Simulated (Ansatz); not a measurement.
# CH₈NPSi₂: a ladder of functionals and wavefunction methods, part 1 of 2

How much do the methods differ for CH₈NPSi₂? The plan is to run it at one geometry with functionals of several rungs and with coupled cluster. The yardstick is the atomisation energy at the CCSD(T) limit.

Program: Ansatz 0.2.0, Gaussian basis. Level of theory: functionals in def2-TZVPP, the program's frozen cores in correlated methods. These are calculated values, not measurements.

The runs, in order: LDA (SPW92), PBE-D4, revPBE-D4, BLYP-D4, r2SCAN-D4, B97M-V, PBE0-D4, B3LYP-D4, r2SCANh-D4, r2SCAN0-D4, HSE06-D4, BHLYP-D4, CAM-B3LYP-D4, LC-ωPBE, ωB97X-V, ωB97M-V, B2PLYP, PBE-QIDH; CCSD(T)/def2-SVP; CCSD(T)/def2-TZVPP; MP2/def2-QZVPP; extrapolation to the limit; RPA on PBE.

### 1 Structure used throughout

All runs share one geometry, relaxed beforehand with PBE0-D4 in a triple-zeta def2 set.

SMILES `[SiH3]CN1[SiH2]P1`, 13 atoms, charge 0, spin multiplicity 1.

Atoms are counted from 1 here; the program's logs count them from 0.

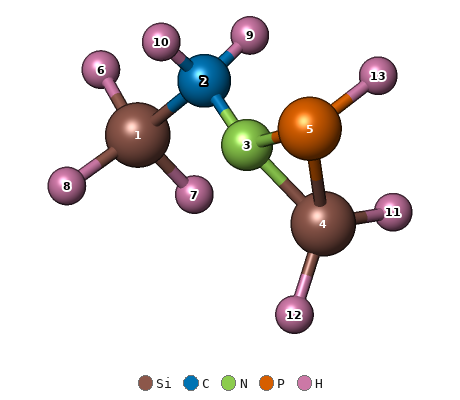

The structure; silicon brown, carbon blue, nitrogen green, phosphorus orange, hydrogen pink; atoms are numbered from 1 in the order of the file.

### 2 LDA

This LDA is Slater exchange with PW92 correlation.

Input file in.yaml:

```yaml
crystal:
  periodic: [false, false, false]
  atoms:
    - {symbol: Si, position_ang: [-1.802309, 0.861779, 0.034728]}
    - {symbol: C, position_ang: [0.041867, 0.976338, 0.412549]}
    - {symbol: N, position_ang: [0.606737, -0.346398, 0.505374]}
    - {symbol: Si, position_ang: [0.880831, -1.714103, -0.476709]}
    - {symbol: P, position_ang: [2.251759, -0.794934, 0.969115]}
    - {symbol: H, position_ang: [-2.365017, 2.216987, -0.209356]}
    - {symbol: H, position_ang: [-1.992847, 0.030295, -1.186480]}
    - {symbol: H, position_ang: [-2.523680, 0.219922, 1.163260]}
    - {symbol: H, position_ang: [0.539101, 1.591006, -0.353576]}
    - {symbol: H, position_ang: [0.173377, 1.504448, 1.365068]}
    - {symbol: H, position_ang: [1.127878, -1.512679, -1.926352]}
    - {symbol: H, position_ang: [0.081139, -2.930052, -0.206549]}
    - {symbol: H, position_ang: [3.001763, -0.137311, -0.076273]}
basis:
  gaussian: {orbitals: def2-TZVPP}
hamiltonian: {xc: lda}
output: {orbitals: {seedname: orbitals}}
```

Command:

```sh
$ ansatz run in.yaml --threads 4 --pin off --events-out ev --progress --plain --max-ram 10444MiB
```

Log:

```text
Functional definition: SPW92
  name "SPW92"
  cite "Dirac, Proc. Camb. Phil. Soc. 26, 376 (1930) doi:10.1017/S0305004100016108"
  cite "Slater, Phys. Rev. 81, 385 (1951) doi:10.1103/PhysRev.81.385"
  cite "Perdew & Wang, Phys. Rev. B 45, 13244 (1992) doi:10.1103/PhysRevB.45.13244"
  exchange = slater_x
  correlation = pw_c
1670 factors; their error is unknown
mean field evaluation 1: about -27566.9765 eV, gradient 8.1e1 eV
mean field evaluation 2: about -27446.4174 eV, gradient 2.0e2 eV
mean field evaluation 4: about -27580.7526 eV, gradient 2.3e1 eV
mean field evaluation 8: about -27581.8300 eV, gradient 1.1e-1 eV
mean field evaluation 16: about -27581.7808 eV, gradient 5.2e-4 eV
mean field -27581.78084353 eV, -1013.6117503970 hartree, gradient 7.2e-5 eV, S^2 0.000000; 0 other end points of the search recorded, 0 dependent functions left out
reference -27581.78089100 eV, -1013.6117521417 hartree; 32, 32 occupied and 268, 268 virtual orbitals, 1670 factors
Total energy: -27581.78089100 eV, -1013.6117521417 hartree
```

It took 1.1 s on 4 threads of Intel Xeon 6975P-C, shared host.

Atomisation energy: 48.991 eV (free atoms -27532.790 eV, run apart). HOMO -5.54 eV, LUMO -1.77 eV.

### 3 PBE-D4 (GGA)

in.yaml, as its differences from that of step 2:

```diff
@@ -18,3 +18,3 @@
   gaussian: {orbitals: def2-TZVPP}
-hamiltonian: {xc: lda}
-output: {orbitals: {seedname: orbitals}}
+hamiltonian: {xc: pbe, dispersion: d4}
+output: {forces: true, orbitals: {seedname: orbitals}}
```

Same command.

Log, shortened:

```text
Functional definition: PBE
  name "PBE"
  cite "Perdew, Burke & Ernzerhof, Phys. Rev. Lett. 77, 3865 (1996) doi:10.1103/PhysRevLett.77.3865"
  parent pbe
[...]
1670 factors; their error is unknown
[...]
mean field -27686.46977221 eV, -1017.4589975655 hartree, gradient 5.1e-5 eV, S^2 0.000000; 0 other end points of the search recorded, 0 dependent functions left out
[...]
reference -27686.46982307 eV, -1017.4589994346 hartree; 32, 32 occupied and 268, 268 virtual orbitals, 1670 factors
Total energy: -27686.84315595 eV, -1017.4727191648 hartree
Atom 0 at    -1.802309     0.861779     0.034728 Å, force    -0.064103     0.002913    -0.014943 eV/Å
Atom 1 at     0.041867     0.976338     0.412549 Å, force    -0.056142     0.051283    -0.017959 eV/Å
Atom 2 at     0.606737    -0.346398     0.505374 Å, force    -0.272429     0.093551     0.180080 eV/Å
Atom 3 at     0.880831    -1.714103    -0.476709 Å, force    -0.029245    -0.296285    -0.268493 eV/Å
Atom 4 at     2.251759    -0.794934     0.969115 Å, force     0.357012    -0.096761     0.438822 eV/Å
Atom 5 at    -2.365017     2.216987    -0.209356 Å, force    -0.057708     0.136477    -0.025761 eV/Å
Atom 6 at    -1.992847     0.030295    -1.186480 Å, force    -0.020950    -0.079522    -0.117866 eV/Å
Atom 7 at    -2.523680     0.219922     1.163260 Å, force    -0.073900    -0.066134     0.112623 eV/Å
Atom 8 at     0.539101     1.591006    -0.353576 Å, force     0.099980     0.143934    -0.157994 eV/Å
Atom 9 at     0.173377     1.504448     1.365068 Å, force     0.028748     0.118618     0.190236 eV/Å
Atom 10 at     1.127878    -1.512679    -1.926352 Å, force     0.034120     0.026663    -0.171159 eV/Å
Atom 11 at     0.081139    -2.930052    -0.206549 Å, force    -0.094012    -0.140453     0.039826 eV/Å
Atom 12 at     3.001763    -0.137311    -0.076273 Å, force     0.148629     0.105715    -0.187412 eV/Å
Dipole moment:    -0.036904     0.093082    -0.181588 e Å
```

Run time: 1.9 s. Hardware: 4 threads of Intel Xeon 6975P-C, shared host.

With the free atoms at this level, -27643.335 eV in sum, the atomisation energy is 43.508 eV. HOMO -5.43 eV, LUMO -1.56 eV.

### 4 revPBE-D4 (GGA)

in.yaml, as its differences from that of step 3:

```diff
@@ -18,3 +18,3 @@
   gaussian: {orbitals: def2-TZVPP}
-hamiltonian: {xc: pbe, dispersion: d4}
-output: {forces: true, orbitals: {seedname: orbitals}}
+hamiltonian: {xc: {name: revPBE}, dispersion: d4}
+output: {orbitals: {seedname: orbitals}}
```

Launched as before.

Log:

```text
Functional definition: revPBE
  name "revPBE"
  cite "Zhang & Yang, Phys. Rev. Lett. 80, 890 (1998) doi:10.1103/PhysRevLett.80.890"
  cite "Perdew, Burke & Ernzerhof, Phys. Rev. Lett. 77, 3865 (1996) doi:10.1103/PhysRevLett.77.3865"
  parameter kappa = 1.245
  parameter beta = 0.06672455060314922
  exchange = pbe_x(kappa = kappa, mu = beta*pi^2/3)
  correlation = pbe_c(beta = beta)
1670 factors; their error is unknown
mean field evaluation 1: about -27683.4091 eV, gradient 7.6e1 eV
mean field evaluation 2: about -27574.2718 eV, gradient 1.9e2 eV
mean field evaluation 4: about -27695.7677 eV, gradient 1.9e1 eV
mean field evaluation 8: about -27696.5773 eV, gradient 3.5e-1 eV
mean field evaluation 16: about -27696.5257 eV, gradient 9.8e-5 eV
mean field -27696.52570295 eV, -1017.8285462041 hartree, gradient 5.2e-5 eV, S^2 0.000000; 0 other end points of the search recorded, 0 dependent functions left out
reference -27696.52576653 eV, -1017.8285485405 hartree; 32, 32 occupied and 268, 268 virtual orbitals, 1670 factors
Total energy: -27697.58301128 eV, -1017.8674015685 hartree
```

Wall time 1.6 s (4 threads of Intel Xeon 6975P-C, shared host).

Atomisation energy: 42.706 eV (free atoms -27654.877 eV, run apart). HOMO -5.39 eV, LUMO -1.47 eV.

### 5 BLYP-D4 (GGA)

in.yaml, as its differences from that of step 4:

```diff
@@ -18,3 +18,3 @@
   gaussian: {orbitals: def2-TZVPP}
-hamiltonian: {xc: {name: revPBE}, dispersion: d4}
+hamiltonian: {xc: {name: BLYP}, dispersion: d4}
 output: {orbitals: {seedname: orbitals}}
```

The command is unchanged.

Log:

```text
Functional definition: BLYP
  name "BLYP"
  cite "Becke, Phys. Rev. A 38, 3098 (1988) doi:10.1103/PhysRevA.38.3098"
  cite "Lee, Yang & Parr, Phys. Rev. B 37, 785 (1988) doi:10.1103/PhysRevB.37.785"
  parameter beta = 0.0042
  parameter a = 0.04918
  parameter b = 0.132
  parameter c = 0.2533
  parameter d = 0.349
  exchange = b88_x(beta = beta)
  correlation = lyp_c(a = a, b = b, c = c, d = d)
1670 factors; their error is unknown
mean field evaluation 1: about -27685.4330 eV, gradient 8.3e1 eV
mean field evaluation 2: about -27559.2923 eV, gradient 2.0e2 eV
mean field evaluation 4: about -27699.8477 eV, gradient 2.2e1 eV
mean field evaluation 8: about -27700.9068 eV, gradient 1.1e-1 eV
mean field evaluation 16: about -27700.8549 eV, gradient 6.3e-4 eV
mean field -27700.85491230 eV, -1017.9876417131 hartree, gradient 6.4e-5 eV, S^2 0.000000; 0 other end points of the search recorded, 0 dependent functions left out
reference -27700.85533640 eV, -1017.9876572987 hartree; 32, 32 occupied and 268, 268 virtual orbitals, 1670 factors
Total energy: -27701.66350019 eV, -1018.0173567699 hartree
```

Wall time 1.6 s (4 threads of Intel Xeon 6975P-C, shared host).

Atomisation energy: 43.053 eV (free atoms -27658.610 eV, run apart). HOMO -5.28 eV, LUMO -1.41 eV.

### 6 r2SCAN-D4 (meta-GGA)

in.yaml, as its differences from that of step 5:

```diff
@@ -18,3 +18,3 @@
   gaussian: {orbitals: def2-TZVPP}
-hamiltonian: {xc: {name: BLYP}, dispersion: d4}
-output: {orbitals: {seedname: orbitals}}
+hamiltonian: {xc: r2scan, dispersion: d4}
+output: {forces: true, orbitals: {seedname: orbitals}}
```

Launched as before.

Log, shortened:

```text
Functional definition: r2SCAN
  name "r2SCAN"
  cite "Furness, Kaplan, Ning, Perdew & Sun, J. Phys. Chem. Lett. 11, 8208 (2020) doi:10.1021/acs.jpclett.0c02405"
  cite "Furness, Kaplan, Ning, Perdew & Sun, J. Phys. Chem. Lett. 11, 9248 (2020) doi:10.1021/acs.jpclett.0c03077"
  parent r2scan
[...]
1670 factors; their error is unknown
[...]
mean field -27698.74195590 eV, -1017.9099919977 hartree, gradient 7.7e-5 eV, S^2 0.000000; 0 other end points of the search recorded, 0 dependent functions left out
[...]
reference -27698.74197112 eV, -1017.9099925571 hartree; 32, 32 occupied and 268, 268 virtual orbitals, 1670 factors
Total energy: -27698.83492494 eV, -1017.9134085468 hartree
Atom 0 at    -1.802309     0.861779     0.034728 Å, force    -0.075549    -0.002262    -0.014951 eV/Å
Atom 1 at     0.041867     0.976338     0.412549 Å, force    -0.086935     0.226027    -0.011898 eV/Å
[...]
Atom 3 at     0.880831    -1.714103    -0.476709 Å, force    -0.035310    -0.094514    -0.114259 eV/Å
Atom 4 at     2.251759    -0.794934     0.969115 Å, force     0.204847    -0.013288     0.134238 eV/Å
Atom 5 at    -2.365017     2.216987    -0.209356 Å, force     0.015282    -0.029248     0.005943 eV/Å
Atom 6 at    -1.992847     0.030295    -1.186480 Å, force     0.007785     0.015992     0.027093 eV/Å
Atom 7 at    -2.523680     0.219922     1.163260 Å, force     0.018725     0.010857    -0.025232 eV/Å
Atom 8 at     0.539101     1.591006    -0.353576 Å, force     0.021379     0.015756    -0.005764 eV/Å
Atom 9 at     0.173377     1.504448     1.365068 Å, force     0.017308     0.006719     0.000724 eV/Å
Atom 10 at     1.127878    -1.512679    -1.926352 Å, force    -0.002095     0.000530     0.012286 eV/Å
Atom 11 at     0.081139    -2.930052    -0.206549 Å, force     0.006735     0.013993     0.000728 eV/Å
Atom 12 at     3.001763    -0.137311    -0.076273 Å, force     0.039952     0.016447    -0.039303 eV/Å
Dipole moment:    -0.050075     0.093173    -0.202079 e Å
```

Run time: 3.1 s. Hardware: 4 threads of Intel Xeon 6975P-C, shared host.

Atomisation energy: 42.983 eV (free atoms -27655.852 eV, run apart). HOMO -5.64 eV, LUMO -1.34 eV.

### 7 B97M-V (meta-GGA)

in.yaml, as its differences from that of step 6:

```diff
@@ -18,3 +18,3 @@
   gaussian: {orbitals: def2-TZVPP}
-hamiltonian: {xc: r2scan, dispersion: d4}
-output: {forces: true, orbitals: {seedname: orbitals}}
+hamiltonian: {xc: {name: B97M-V}}
+output: {orbitals: {seedname: orbitals}}
```

Same command.

Log, shortened:

```text
Functional definition: B97M-V
  name "B97M-V"
  cite "Mardirossian & Head-Gordon, J. Chem. Phys. 142, 074111 (2015) doi:10.1063/1.4907719"
  cite "Becke, J. Chem. Phys. 107, 8554 (1997) doi:10.1063/1.475007"
  cite "Vydrov & Van Voorhis, J. Chem. Phys. 133, 244103 (2010) doi:10.1063/1.3521275"
  # Of w^i u^j: cxij and so on, Table III.
[...]
  gx(w, u) = cx00 + cx01*u + cx02*u^2 + (cx10 + cx11*u)*w
  gss(w, u) = css00 + css02*u^2 + css10*w + (css32*w^3 + css42*w^4)*u^2
  gos(w, u) = cos00 + cos01*u + cos03*u^3 + cos10*w + cos32*w^3*u^2
[...]
      + integral(e_c_pw_mod_opposite_spin*gos(b97_w_opposite, b97_u_opposite)) + vv10(b, c)
1670 factors; their error is unknown
[...]
mean field -27695.88822410 eV, -1017.8051192884 hartree, gradient 1.9e-5 eV, S^2 0.000000; 0 other end points of the search recorded, 0 dependent functions left out
reference -27695.88829993 eV, -1017.8051220751 hartree; 32, 32 occupied and 268, 268 virtual orbitals, 1670 factors
Total energy: -27695.88829993 eV, -1017.8051220751 hartree
```

It took 5.5 s on 4 threads of Intel Xeon 6975P-C, shared host; peak memory 0.61 GiB.

With the free atoms at this level, -27652.503 eV in sum, the atomisation energy is 43.385 eV. HOMO -5.79 eV, LUMO -1.45 eV.

### 8 PBE0-D4 (hybrid)

in.yaml, as its differences from that of step 7:

```diff
@@ -18,3 +18,3 @@
   gaussian: {orbitals: def2-TZVPP}
-hamiltonian: {xc: {name: B97M-V}}
+hamiltonian: {xc: pbe0, dispersion: d4}
 output: {orbitals: {seedname: orbitals}}
```

Its log isn't repeated here (it stands with the study of this molecule's fields); it ends on a total energy of -27689.447677 eV.

Atomisation energy: 42.911 eV (free atoms -27646.537 eV, run apart). HOMO -6.57 eV, LUMO -0.73 eV.

### 9 B3LYP-D4 (hybrid)

B3LYP here takes the VWN-RPA correlation.

in.yaml, as its differences from that of step 8:

```diff
@@ -18,3 +18,3 @@
   gaussian: {orbitals: def2-TZVPP}
-hamiltonian: {xc: pbe0, dispersion: d4}
-output: {orbitals: {seedname: orbitals}}
+hamiltonian: {xc: {name: B3LYP}, dispersion: d4}
+output: {forces: true, orbitals: {seedname: orbitals}}
```

The command is unchanged.

Log, shortened:

```text
Functional definition: B3LYP
  name "B3LYP"
  cite "Stephens, Devlin, Chabalowski & Frisch, J. Phys. Chem. 98, 11623 (1994) doi:10.1021/j100096a001"
  cite "Becke, Phys. Rev. A 38, 3098 (1988) doi:10.1103/PhysRevA.38.3098"
  cite "Lee, Yang & Parr, Phys. Rev. B 37, 785 (1988) doi:10.1103/PhysRevB.37.785"
  cite "Vosko, Wilk & Nusair, Can. J. Phys. 58, 1200 (1980) doi:10.1139/p80-159"
[...]
1686 factors; their error is unknown
[...]
mean field -27704.22888805 eV, -1018.1116330351 hartree, gradient 2.0e-5 eV, S^2 0.000000; 0 other end points of the search recorded, 0 dependent functions left out
[...]
reference -27704.22920629 eV, -1018.1116447303 hartree; 32, 32 occupied and 268, 268 virtual orbitals, 1686 factors
Total energy: -27704.83294676 eV, -1018.1338317832 hartree
Atom 0 at    -1.802309     0.861779     0.034728 Å, force    -0.166433     0.002551    -0.036666 eV/Å
[...]
Atom 3 at     0.880831    -1.714103    -0.476709 Å, force    -0.136333    -0.190000    -0.190611 eV/Å
Atom 4 at     2.251759    -0.794934     0.969115 Å, force     0.288799     0.040748     0.129072 eV/Å
Atom 5 at    -2.365017     2.216987    -0.209356 Å, force     0.029272    -0.082838     0.014313 eV/Å
Atom 6 at    -1.992847     0.030295    -1.186480 Å, force     0.007480     0.055331     0.081099 eV/Å
Atom 7 at    -2.523680     0.219922     1.163260 Å, force     0.043974     0.040036    -0.072758 eV/Å
Atom 8 at     0.539101     1.591006    -0.353576 Å, force    -0.007649    -0.021388     0.041801 eV/Å
Atom 9 at     0.173377     1.504448     1.365068 Å, force     0.009182    -0.017182    -0.056067 eV/Å
Atom 10 at     1.127878    -1.512679    -1.926352 Å, force    -0.028863    -0.019890     0.092064 eV/Å
Atom 11 at     0.081139    -2.930052    -0.206549 Å, force     0.045537     0.077343    -0.033183 eV/Å
Atom 12 at     3.001763    -0.137311    -0.076273 Å, force     0.013170     0.003400     0.037472 eV/Å
Dipole moment:    -0.034848     0.072175    -0.196824 e Å
```

Wall time 4 s (4 threads of Intel Xeon 6975P-C, shared host); peak memory 1.1 GiB.

Atomisation energy: 43.222 eV (free atoms -27661.611 eV, run apart). HOMO -6.35 eV, LUMO -0.91 eV.

### 10 r2SCANh-D4 (hybrid)

in.yaml, as its differences from that of step 9:

```diff
@@ -18,3 +18,3 @@
   gaussian: {orbitals: def2-TZVPP}
-hamiltonian: {xc: {name: B3LYP}, dispersion: d4}
-output: {forces: true, orbitals: {seedname: orbitals}}
+hamiltonian: {xc: {name: r2SCANh}, dispersion: d4}
+output: {orbitals: {seedname: orbitals}}
```

Launched as before.

Log, shortened:

```text
Functional definition: r2SCANh
  name "r2SCANh"
  cite "Bursch, Neugebauer, Ehlert & Grimme, J. Chem. Phys. 156, 134105 (2022) doi:10.1063/5.0086040"
  cite "Furness, Kaplan, Ning, Perdew & Sun, J. Phys. Chem. Lett. 11, 8208 (2020) doi:10.1021/acs.jpclett.0c02405"
  cite "Furness, Kaplan, Ning, Perdew & Sun, J. Phys. Chem. Lett. 11, 9248 (2020) doi:10.1021/acs.jpclett.0c03077"
  parent r2scan
[...]
1670 factors; their error is unknown
[...]
mean field -27698.47264500 eV, -1017.9000950046 hartree, gradient 2.9e-5 eV, S^2 0.000000; 0 other end points of the search recorded, 0 dependent functions left out
reference -27698.47265899 eV, -1017.9000955186 hartree; 32, 32 occupied and 268, 268 virtual orbitals, 1670 factors
Total energy: -27698.57261120 eV, -1017.9037686948 hartree
```

Wall time 3.8 s (4 threads of Intel Xeon 6975P-C, shared host); peak memory 1 GiB.

With the free atoms at this level, -27655.817 eV in sum, the atomisation energy is 42.756 eV. HOMO -6.07 eV, LUMO -1.04 eV.

### 11 r2SCAN0-D4 (hybrid)

in.yaml, as its differences from that of step 10:

```diff
@@ -18,3 +18,3 @@
   gaussian: {orbitals: def2-TZVPP}
-hamiltonian: {xc: {name: r2SCANh}, dispersion: d4}
+hamiltonian: {xc: {name: r2SCAN0}, dispersion: d4}
 output: {orbitals: {seedname: orbitals}}
```

Same command.

Log, shortened:

```text
Functional definition: r2SCAN0
  name "r2SCAN0"
  cite "Bursch, Neugebauer, Ehlert & Grimme, J. Chem. Phys. 156, 134105 (2022) doi:10.1063/5.0086040"
  cite "Furness, Kaplan, Ning, Perdew & Sun, J. Phys. Chem. Lett. 11, 8208 (2020) doi:10.1021/acs.jpclett.0c02405"
  cite "Furness, Kaplan, Ning, Perdew & Sun, J. Phys. Chem. Lett. 11, 9248 (2020) doi:10.1021/acs.jpclett.0c03077"
  parent r2scan
[...]
1689 factors; their error is unknown
[...]
mean field -27698.10553038 eV, -1017.8866037913 hartree, gradient 1.6e-5 eV, S^2 0.000000; 0 other end points of the search recorded, 0 dependent functions left out
reference -27698.10554252 eV, -1017.8866042374 hartree; 32, 32 occupied and 268, 268 virtual orbitals, 1689 factors
Total energy: -27698.21632399 eV, -1017.8906753814 hartree
```

Run time: 3.5 s. Hardware: 4 threads of Intel Xeon 6975P-C, shared host; peak memory 1 GiB.

With the free atoms at this level, -27655.779 eV in sum, the atomisation energy is 42.438 eV. HOMO -6.71 eV, LUMO -0.61 eV.

### 12 HSE06-D4 (hybrid)

HSE06 is the plane-wave form, built on full-range PBE exchange.

in.yaml, as its differences from that of step 11:

```diff
@@ -18,3 +18,3 @@
   gaussian: {orbitals: def2-TZVPP}
-hamiltonian: {xc: {name: r2SCAN0}, dispersion: d4}
+hamiltonian: {xc: hse06, dispersion: d4}
 output: {orbitals: {seedname: orbitals}}
```

Launched as before.

Log, shortened:

```text
Functional definition: HSE06
  name "HSE06"
  cite "Heyd, Scuseria & Ernzerhof, J. Chem. Phys. 118, 8207 (2003) doi:10.1063/1.1564060"
  cite "Krukau, Vydrov, Izmaylov & Scuseria, J. Chem. Phys. 125, 224106 (2006) doi:10.1063/1.2404663"
  cite "Heyd & Scuseria, J. Chem. Phys. 120, 7274 (2004) doi:10.1063/1.1668634"
  cite "Ernzerhof & Perdew, J. Chem. Phys. 109, 3313 (1998) doi:10.1063/1.476928"
  cite "Perdew, Burke & Ernzerhof, Phys. Rev. Lett. 77, 3865 (1996) doi:10.1103/PhysRevLett.77.3865"
  parent pbe
[...]
  # The whole range is PBE's own exchange, as in plane waves. The composition of these papers is wPBEh.
[...]
1689 factors; their error is unknown
140 factors; integrals over basis functions are off by at most 5.0e-7 eV
[...]
mean field -27688.42942519 eV, -1017.5310134841 hartree, gradient 2.1e-5 eV, S^2 0.000000; 0 other end points of the search recorded, 0 dependent functions left out
reference -27688.42947646 eV, -1017.5310153682 hartree; 32, 32 occupied and 268, 268 virtual orbitals, 1689 factors
Total energy: -27688.72917114 eV, -1017.5420289448 hartree
```

Wall time 2.8 s (4 threads of Intel Xeon 6975P-C, shared host); peak memory 1 GiB.

Atomisation energy: 42.938 eV (free atoms -27645.791 eV, run apart). HOMO -6.17 eV, LUMO -1.10 eV.

### 13 BHLYP-D4 (hybrid)

in.yaml, as its differences from that of step 12:

```diff
@@ -18,3 +18,3 @@
   gaussian: {orbitals: def2-TZVPP}
-hamiltonian: {xc: hse06, dispersion: d4}
+hamiltonian: {xc: {name: BHLYP}, dispersion: d4}
 output: {orbitals: {seedname: orbitals}}
```

Launched as before.

Log:

```text
Functional definition: BHLYP
  name "BHLYP"
  cite "Becke, J. Chem. Phys. 98, 1372 (1993) doi:10.1063/1.464304"
  cite "Becke, Phys. Rev. A 38, 3098 (1988) doi:10.1103/PhysRevA.38.3098"
  cite "Lee, Yang & Parr, Phys. Rev. B 37, 785 (1988) doi:10.1103/PhysRevB.37.785"
  parameter a = 0.5
  exchange = (1 - a)*b88_x + a*exact_x
  correlation = lyp_c
1794 factors; their error is unknown
mean field evaluation 1: about -27694.5312 eV, gradient 5.3e1 eV
mean field evaluation 2: about -27687.6940 eV, gradient 7.5e1 eV
mean field evaluation 4: about -27700.5556 eV, gradient 3.3e0 eV
mean field evaluation 8: about -27700.5795 eV, gradient 3.1e-2 eV
mean field evaluation 16: about -27700.6984 eV, gradient 6.5e-5 eV
mean field -27700.69842961 eV, -1017.9818910805 hartree, gradient 6.5e-5 eV, S^2 0.000000; 0 other end points of the search recorded, 0 dependent functions left out
reference -27700.69864561 eV, -1017.9818990181 hartree; 32, 32 occupied and 268, 268 virtual orbitals, 1794 factors
Total energy: -27701.18006969 eV, -1017.9995910269 hartree
```

Run time: 2.6 s. Hardware: 4 threads of Intel Xeon 6975P-C, shared host; peak memory 1 GiB.

With the free atoms at this level, -27658.995 eV in sum, the atomisation energy is 42.185 eV. HOMO -7.57 eV, LUMO 0.19 eV.

(Continued in part 2 of 2.)
